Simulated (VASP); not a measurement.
# Cu2SeS with AM05: from relaxation to properties, part 3 of 8

Aim: relax Cu2SeS, then compute properties on the relaxed cell. The cell is invented: it takes the structure of a Materials Project entry for Mg2SeS (space group 115 there), with some of its atoms replaced by other elements, volume scaled by an estimate. It may not be a known or stable phase. The atoms of the start are displaced at random from the sites of a P-4m2 cell.

VASP 6.6.1; AM05, no spin polarisation; plane waves and PAW (Se, Cu, S); invented cell.

Still holding for the runs below: This run has no spin polarisation, although Cu can carry a moment. The k-mesh is coarse for a metal.

So far. Step 2 (Rough relaxation of the start cell): It ends with a largest force of 0.034 eV/Å and a pressure of 0.01 GPa. Step 3 (Relaxing cell and atoms (AM05)): It ends with a largest force of 0.006 eV/Å and a pressure of -0.03 GPa.

## (4) Density, ELF and potential (AM05)

A single point on the relaxed cell gives a clean self-consistent state, with density, ELF and potential written out.

File INCAR:

```
SYSTEM = Cu2SeS
PREC = Accurate
ENCUT = 400
EDIFF = 1E-06
NELM = 100
ISMEAR = 0
SIGMA = 0.05
LREAL = .FALSE.
ALGO = Normal
GGA = AM
NBANDS = 23
LORBIT = 11
LWAVE = .FALSE.
LCHARG = .TRUE.
ISIF = 2
LELF = .TRUE.
LVHAR = .TRUE.
```

File POSCAR:

```
Cu2SeS
1.0
    3.7800495400      0.0000000000      0.0000000000
    0.0000000000      3.7800495400      0.0000000000
    0.0000000000      0.0000000000      5.1132423600
Se Cu S
1 2 1
Direct
    0.5000000000      0.5000000000      0.5000000000
    0.0000000000      0.5000000000      0.2271366280
    0.5000000000      0.0000000000      0.7728633720
    0.0000000000      0.0000000000      0.0000000000
```

File KPOINTS:

```
Automatic mesh
0
Gamma
6 6 5
0 0 0
```

Potentials, in the order of the species: Se, Cu and S (PBE family, release 64).

The cell reached was symmetrised within 0.01 Å before this step, which raises the operations from 2 to 8, which the run then keeps.

Run with:

```
mpirun -np 2 vasp_std
```

What it wrote:

```text
[banner, memory and clock lines left out]
running    2 mpi-ranks, on    1 nodes
 distrk:  each k-point on    2 cores,    1 groups
 distr:  one band on    1 cores,    2 groups

 POSCAR found type information on POSCAR SeCuS
 POSCAR found :  3 types and       4 ions
 [... a notice as in an earlier step ...]

 LDA part: xc-table for (Slater+PW92), standard interpolation
|                                                                             |
|           W    W    AA    RRRRR   N    N  II  N    N   GGGG   !!!           |
|           W    W   A  A   R    R  NN   N  II  NN   N  G    G  !!!           |
|           W    W  A    A  R    R  N N  N  II  N N  N  G       !!!           |
|           W WW W  AAAAAA  RRRRR   N  N N  II  N  N N  G  GGG   !            |
|           WW  WW  A    A  R   R   N   NN  II  N   NN  G    G                |
|           W    W  A    A  R    R  N    N  II  N    N   GGGG   !!!           |
|                                                                             |
|     The number of bands has been changed from the values supplied in        |
|     The orbitals not found in the WAVECAR file will be initialized with     |
|     random numbers, which is usually adequate. For correlated               |
|     calculations, however, you should redo the groundstate calculation.     |
|     I found NBANDS = 23. Now, NBANDS = 24.                                  |
|                                                                             |

 POSCAR, INCAR and KPOINTS ok, starting setup
 FFT: planning ... GRIDC
 FFT: planning ... GRID_SOFT
 FFT: planning ... GRID
 WAVECAR not read
 entering main loop
       N       E                     dE             d eps       ncg     rms          rms(c)
DAV:   1     0.225407581834E+03    0.22541E+03   -0.12694E+04  1440   0.146E+03
DAV:   2     0.142146931182E+01   -0.22399E+03   -0.21237E+03  1448   0.307E+02
DAV:   3    -0.188717513880E+02   -0.20293E+02   -0.19452E+02  1936   0.110E+02
DAV:   4    -0.197494459721E+02   -0.87769E+00   -0.87564E+00  1848   0.218E+01
DAV:   5    -0.197845464314E+02   -0.35100E-01   -0.35082E-01  2048   0.393E+00    0.158E+01
DAV:   6    -0.200085138040E+02   -0.22397E+00   -0.45364E+01  1808   0.176E+02    0.130E+01
DAV:   7    -0.164034122606E+02    0.36051E+01   -0.11824E+01  1752   0.100E+02    0.406E+00
DAV:   8    -0.164970748743E+02   -0.93663E-01   -0.17706E+00  2312   0.207E+01    0.214E+00
DAV:   9    -0.164606762469E+02    0.36399E-01   -0.17408E-01  2120   0.108E+01    0.420E-01
DAV:  10    -0.164617399942E+02   -0.10637E-02   -0.12489E-02  2312   0.131E+00    0.285E-01
DAV:  11    -0.164614823540E+02    0.25764E-03   -0.32498E-03  2048   0.183E+00    0.108E-01
DAV:  12    -0.164614004861E+02    0.81868E-04   -0.11159E-03  2336   0.722E-01    0.286E-02
DAV:  13    -0.164614022194E+02   -0.17333E-05   -0.48108E-05  2312   0.864E-02    0.964E-03
DAV:  14    -0.164614048552E+02   -0.26358E-05   -0.90591E-06  2264   0.440E-02    0.272E-03
DAV:  15    -0.164614056187E+02   -0.76350E-06   -0.10832E-06  1256   0.121E-02
   1 F= -.16461406E+02 E0= -.16459251E+02  d E =-.430950E-02
```

Wall time 11 s (2 MPI ranks of Intel Xeon 6975P-C (Granite Rapids), shared host); peak memory 0.29 GiB.

Parts of OUTCAR (step 4):

```text
  LATTYP: Found a simple tetragonal cell.
 ALAT       =     3.7800495400
 C/A-ratio  =     1.3526918909

 Subroutine GETGRP returns: Found  8 space group operations
 (whereof  8 operations were pure point group operations)

The static configuration has the point symmetry D_2d.

 Found     30 irreducible k-points:

   k-points           NKPTS =     30   k-points in BZ     NKDIM =     30   number of bands    NBANDS=     24

   dimension x,y,z NGX =    28 NGY =   28 NGZ =   36
   dimension x,y,z NGXF=    56 NGYF=   56 NGZF=   72

   ENCUT  =  400.0 eV  29.40 Ry    5.42 a.u.   6.16  6.16  8.34*2*pi/ulx,y,z

   NELECT =      34.0000    total number of electrons

 E-fermi :   4.1988

 k-point     1 :       0.0000    0.0000    0.0000
  band No.  band energies     occupation
    ...
     11       1.6249      2.00000
     12       1.7010      2.00000
     13       1.9894      2.00000
     14       2.5780      2.00000
     15       2.5780      2.00000
     16       5.4591      0.00000
     17       5.4591      0.00000
     18       5.5692      0.00000
     19       7.4011      0.00000
     20       7.9968      0.00000
    ...

 k-point     2 :       0.1667    0.0000    0.0000
  band No.  band energies     occupation
    ...
     11       1.5965      2.00000
     12       1.6446      2.00000
     13       1.8188      2.00000
     14       2.4617      2.00000
     15       2.8423      2.00000
     16       4.4291      0.00000
     17       5.0465      0.00000
     18       5.3374      0.00000
     19       8.2459      0.00000
     20       8.6153      0.00000
    ...

  Total       -0.1745457     -0.1745457      0.4455253      0.0000000     -0.0000000      0.0000000
  in kB       -3.8276155     -3.8276155      9.7699336      0.0000000     -0.0000000      0.0000000
  external PRESSURE =       0.7049008 kB  Pullay stress =       0.0000000 kB

  energy-cutoff  :      400.00
  volume of cell :       73.06
      direct lattice vectors                 reciprocal lattice vectors
     3.780049540  0.000000000  0.000000000     0.264546797  0.000000000  0.000000000
     0.000000000  3.780049540  0.000000000     0.000000000  0.264546797  0.000000000
     0.000000000  0.000000000  5.113242360     0.000000000  0.000000000  0.195570624

 POSITION                                       TOTAL-FORCE (eV/Angst)
 -----------------------------------------------------------------------------------
      1.89002      1.89002      2.55662         0.000000     -0.000000      0.000000
      0.00000      1.89002      1.16140         0.000000      0.000000     -0.023882
      1.89002      0.00000      3.95184        -0.000000      0.000000      0.023882
      0.00000      0.00000      0.00000         0.000000     -0.000000      0.000000
 -----------------------------------------------------------------------------------
    total drift:                                0.000000      0.000000     -0.000000

  FREE ENERGIE OF THE ION-ELECTRON SYSTEM (eV)
  ---------------------------------------------------
  free  energy   TOTEN  =       -16.4614056187 eV

  energy  without entropy=      -16.4570961220  energy(sigma->0) =      -16.45925087

 total charge
# of ion       s       p       d       tot
------------------------------------------
    1        1.456   2.320   0.062   3.837
    2        0.445   0.441   9.151  10.036
    3        0.445   0.441   9.151  10.036
    4        1.320   2.356   0.000   3.677
--------------------------------------------------
tot          3.666   5.558  18.363  27.587

[... 7 further parts left out ...]
```

Numbers from this step:

```
SCF cycles              : 15
bands                   : 24
irreducible k-points    : 30
symmetry operations     : 8
free energy (TOTEN)     : -16.46 eV
energy at zero smearing : -16.46 eV
Fermi energy            : 4.199 eV
pressure                : 0.07049 GPa
```

Valence electrons inside each PAW sphere by angular momentum. Sphere charges, by row:

```csv
atom,s (e),p (e),d (e),tot (e)
Se1,1.456,2.32,0.062,3.837
Cu2,0.445,0.441,9.151,10.04
Cu3,0.445,0.441,9.151,10.04
S4,1.32,2.356,0,3.677
```

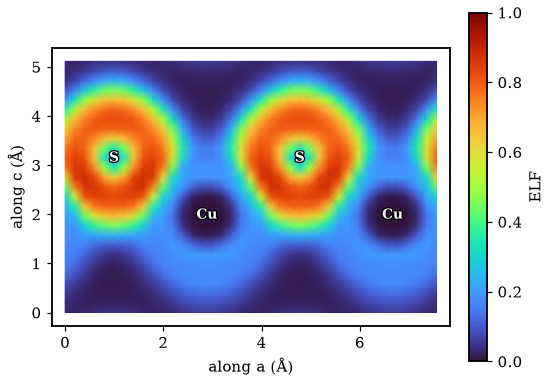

ELF in the ac plane at fractional y = 0.000, with atoms of Cu and S within 0.2 Å of it. It is the smooth field of the valence electrons, not physical close to the nuclei. The map starts off the cell's origin, so that atoms lie inside it.

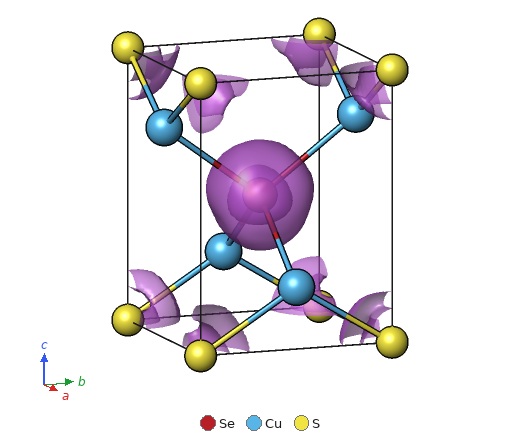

Surface of ELF = 0.8.

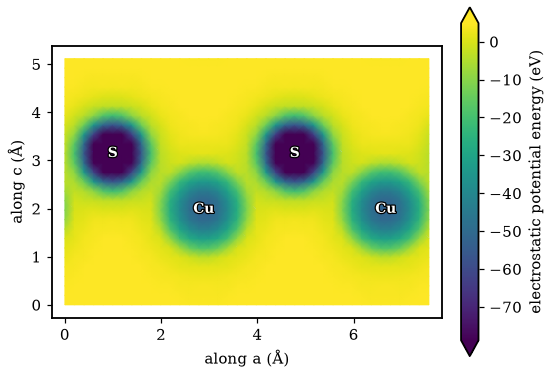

Electrostatic potential energy in the ac plane at fractional y = 0.000, with atoms of Cu and S within 0.2 Å of it. With pseudopotentials it is smooth inside the atoms' cores, unlike the true potential. The map starts off the cell's origin, so that atoms lie inside it.

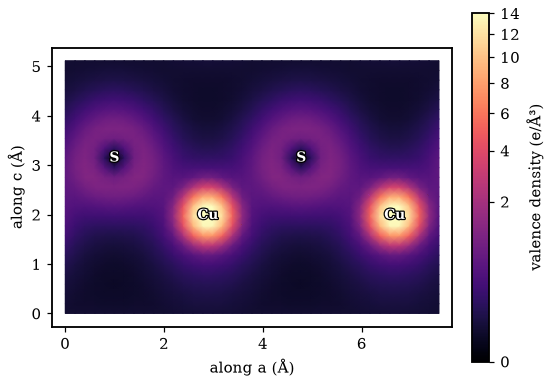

Valence density in the ac plane at fractional y = 0.000, with atoms of Cu and S within 0.2 Å of it. It is the smooth field of the valence electrons, not physical close to the nuclei. The map starts off the cell's origin, so that atoms lie inside it. The colour scale is stretched toward low values.

In this run the pressure is 0.07 GPa, with stress components up to 0.98 GPa and forces up to 0.024 eV/Å, so either the cell is not fully relaxed at these settings or the loop stopped before the stress settled.

## (5) Bands along the symmetry lines (AM05)

The mesh alone shows little of the dispersion and can miss band extrema, so KPOINTS_OPT adds a path through the symmetry points after the self-consistent cycle.

File INCAR:

```
SYSTEM = Cu2SeS
PREC = Accurate
ENCUT = 400
EDIFF = 1E-06
NELM = 100
ISMEAR = 0
SIGMA = 0.05
LREAL = .FALSE.
ALGO = Normal
GGA = AM
NBANDS = 31
LORBIT = 11
LWAVE = .FALSE.
LCHARG = .FALSE.
KPAR = 2
```

POSCAR is that of step 4.

KPOINTS is that of step 4.

File KPOINTS_OPT:

```
Line mode
16
Line-mode
Reciprocal
  0.00000000   0.00000000   0.00000000 GAMMA
  0.00000000   0.50000000   0.00000000 X

  0.00000000   0.50000000   0.00000000 X
  0.50000000   0.50000000   0.00000000 M

  0.50000000   0.50000000   0.00000000 M
  0.00000000   0.00000000   0.00000000 GAMMA

  0.00000000   0.00000000   0.00000000 GAMMA
  0.00000000   0.00000000   0.50000000 Z

  0.00000000   0.00000000   0.50000000 Z
  0.00000000   0.50000000   0.50000000 R

  0.00000000   0.50000000   0.50000000 R
  0.50000000   0.50000000   0.50000000 A

  0.50000000   0.50000000   0.50000000 A
  0.00000000   0.00000000   0.50000000 Z

  0.00000000   0.50000000   0.00000000 X
  0.00000000   0.50000000   0.50000000 R

  0.50000000   0.50000000   0.00000000 M
  0.50000000   0.50000000   0.50000000 A
```

Run with:

```
mpirun -np 2 vasp_std
```

What it wrote:

```text
[... set-up lines as in an earlier step ...]
 entering main loop
       N       E                     dE             d eps       ncg     rms          rms(c)
DAV:   1     0.238264635646E+03    0.23826E+03   -0.12000E+04  1868   0.113E+03
DAV:   2     0.578449522254E+01   -0.23248E+03   -0.21237E+03  1930   0.266E+02
DAV:   3    -0.187933219869E+02   -0.24578E+02   -0.23229E+02  2306   0.959E+01
DAV:   4    -0.197511610853E+02   -0.95784E+00   -0.95327E+00  2324   0.189E+01
DAV:   5    -0.197839532245E+02   -0.32792E-01   -0.32781E-01  2473   0.350E+00    0.158E+01
DAV:   6    -0.200784158927E+02   -0.29446E+00   -0.28121E+01  2277   0.136E+02    0.129E+01
DAV:   7    -0.164576233349E+02    0.36208E+01   -0.92965E+00  2408   0.789E+01    0.375E+00
DAV:   8    -0.164900014688E+02   -0.32378E-01   -0.78834E-01  2979   0.149E+01    0.210E+00
DAV:   9    -0.164606871640E+02    0.29314E-01   -0.13293E-01  2811   0.817E+00    0.438E-01
DAV:  10    -0.164613062743E+02   -0.61911E-03   -0.83172E-03  3000   0.890E-01    0.240E-01
DAV:  11    -0.164613895024E+02   -0.83228E-04   -0.40607E-04  2956   0.418E-01    0.574E-02
DAV:  12    -0.164614032717E+02   -0.13769E-04   -0.18650E-04  2986   0.230E-01    0.182E-02
DAV:  13    -0.164614037347E+02   -0.46300E-06   -0.11004E-05  2979   0.499E-02    0.602E-03
DAV:  14    -0.164614056289E+02   -0.18941E-05   -0.40382E-06  2216   0.104E-02    0.305E-03
DAV:  15    -0.164614056229E+02    0.59658E-08   -0.30916E-07  1530   0.151E-02
   1 F= -.16461406E+02 E0= -.16459251E+02  d E =-.431022E-02
 Start KPOINTS_OPT (optional k-point list driver)
k-point batch [1-30\144]
       N       E                     dE             ncg
DAV:   1     0.795223116759E+04   -0.11795E+05     1874
DAV:   2     0.980678080466E+03   -0.69716E+04     1937
DAV:   3     0.184658898778E+03   -0.79602E+03     2275
DAV:   4     0.153885522211E+03   -0.30773E+02     2297
DAV:   5     0.152985163306E+03   -0.90036E+00     2352
DAV:   6     0.152947505031E+03   -0.37658E-01     2378
DAV:   7     0.152945174905E+03   -0.23301E-02     2514
DAV:   8     0.152945086741E+03   -0.88164E-04     2017
DAV:   9     0.152945082188E+03   -0.45528E-05     1580
DAV:  10     0.152945081898E+03   -0.28969E-06     1525
[...]
k-point batch [121-144\144]
       N       E                     dE             ncg
DAV:   1     0.113429718211E+05   -0.19063E+05     1488
DAV:   2     0.581089725579E+04   -0.55321E+04     1530
DAV:   3     0.520124207386E+04   -0.60966E+03     1782
DAV:   4     0.517844124677E+04   -0.22801E+02     1952
DAV:   5     0.517777424000E+04   -0.66701E+00     1798
DAV:   6     0.517774179172E+04   -0.32448E-01     2058
DAV:   7     0.517774016580E+04   -0.16259E-02     1963
DAV:   8     0.517774010903E+04   -0.56768E-04     1803
DAV:   9     0.517774010644E+04   -0.25870E-05     1305
DAV:  10     0.517774010632E+04   -0.11944E-06     1235
```

Elapsed: 38 s, on 2 MPI ranks; peak memory 0.42 GiB; 74 s of CPU time.

Parts of OUTCAR (step 5):

```text
   k-points           NKPTS =     30   k-points in BZ     NKDIM =     30   number of bands    NBANDS=     31

   NELECT =      34.0000    total number of electrons

 E-fermi :   4.1989

 k-point     1 :       0.0000    0.0000    0.0000
  band No.  band energies     occupation
    ...
     11       1.6252      2.00000
     12       1.7013      2.00000
     13       1.9896      2.00000
     14       2.5782      2.00000
     15       2.5782      2.00000
     16       5.4592      0.00000
     17       5.4592      0.00000
     18       5.5693      0.00000
     19       7.4012      0.00000
     20       7.9969      0.00000
    ...

  Total       -0.1881043     -0.1881043      0.4318768      0.0000000     -0.0000000      0.0000000
  in kB       -4.1249420     -4.1249420      9.4706339      0.0000000     -0.0000000      0.0000000
  external PRESSURE =       0.4069166 kB  Pullay stress =       0.0000000 kB

 POSITION                                       TOTAL-FORCE (eV/Angst)
 -----------------------------------------------------------------------------------
      1.89002      1.89002      2.55662         0.000000     -0.000000      0.000000
      0.00000      1.89002      1.16140        -0.000000      0.000000     -0.023846
      1.89002      0.00000      3.95184         0.000000      0.000000      0.023846
      0.00000      0.00000      0.00000         0.000000     -0.000000      0.000000
 -----------------------------------------------------------------------------------
    total drift:                                0.000000      0.000000      0.000000

  FREE ENERGIE OF THE ION-ELECTRON SYSTEM (eV)
  ---------------------------------------------------
  free  energy   TOTEN  =       -16.4614056229 eV

  energy  without entropy=      -16.4570954014  energy(sigma->0) =      -16.45925051

[... 7 parts as in an earlier step ...]

[... 9 further parts left out ...]
```

Spin-orbit coupling is off here; it would split degenerate levels.

This step gave:

```yaml
bands: 31
pressure: 0.04069 GPa
```

The electronic bands at the labelled points (eV, zero at the Fermi level; # counts the bands kept, so #1 is VASP's band 3):

```csv
point,#12,#13,#14,#15,#16,#17,#18,#19
Γ,-1.62,-1.62,1.26,1.26,1.37,3.20,3.80,4.69
X,-1.76,-1.48,-1.13,-0.07,0.17,5.51,5.95,7.05
M,-2.32,-1.98,-1.37,-1.37,-1.24,3.66,4.34,5.12
Γ,-1.62,-1.62,1.26,1.26,1.37,3.20,3.80,4.69
Z,-0.50,-0.48,-0.48,-0.15,-0.15,4.82,4.93,5.71
R,-2.44,-0.07,0.18,0.18,0.29,4.23,4.41,7.22
A,-2.47,-2.24,-2.14,-1.23,-1.23,6.46,6.70,7.71
Z,-0.50,-0.48,-0.48,-0.15,-0.15,4.82,4.93,5.71
jump to X,-1.76,-1.48,-1.13,-0.07,0.17,5.51,5.95,7.05
R,-2.44,-0.07,0.18,0.18,0.29,4.23,4.41,7.22
jump to M,-2.32,-1.98,-1.37,-1.37,-1.24,3.66,4.34,5.12
A,-2.47,-2.24,-2.14,-1.23,-1.23,6.46,6.70,7.71
```

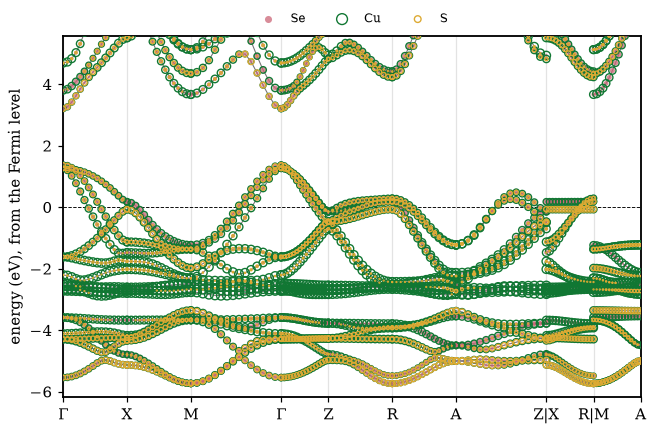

Electronic bands along the path; dots are coloured as in the legend, and their area grows with the weight.

There is no gap at this level.

(Continued in part 4 of 8.)

[Lines on the potential files, build, host, timing and source positions are cut from VASP's logs without a mark.]

[Logs are printed without paths, hosts, clocks, repeated set-up lines and the standing remarks that a program may print on its own settings, such as how far it seeks lower states.]

[Hosts, paths, dates, database ids (printed as entryN), source tags and the programs' standing remarks are cut or masked in the printed files.]

[A measured line is paired with the nearest computed mode of its activity, which favours agreement.]
